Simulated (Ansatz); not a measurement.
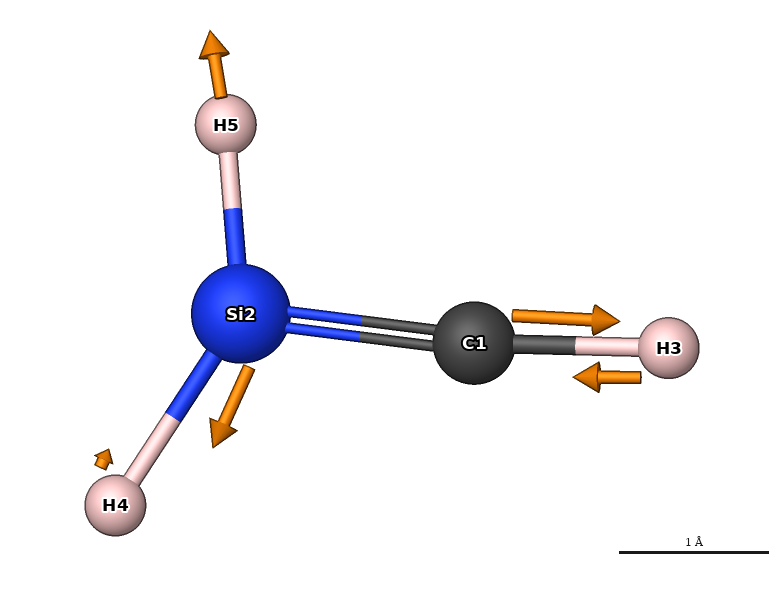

Arrows show the forces on the atoms, 0.1 Å of arrow for 1 eV/Å; forces under a tenth of the largest aren't drawn. The species has charge +1 and is a spin singlet. Level of theory: ωB97M-V/def2-TZVPP (Ansatz 0.2.0).

### On which atom is the force largest, and how large is it?

On C1: 7.45 eV/Å.

### Along which bond is the force strongest?

C1–H3, now 1.330 Å: the forces pull its atoms together, so a first step downhill shortens it.

List the force components in the frame of the picture (x right, y up, z towards the viewer), in eV/Å.

```tsv
atom	Fx	Fy	Fz
C1	7.32	−0.40	1.33
Si2	−2.50	−5.54	0.28
H3	−4.65	0.03	−0.65
H4	0.60	1.31	−0.07
H5	−0.77	4.61	−0.88
```
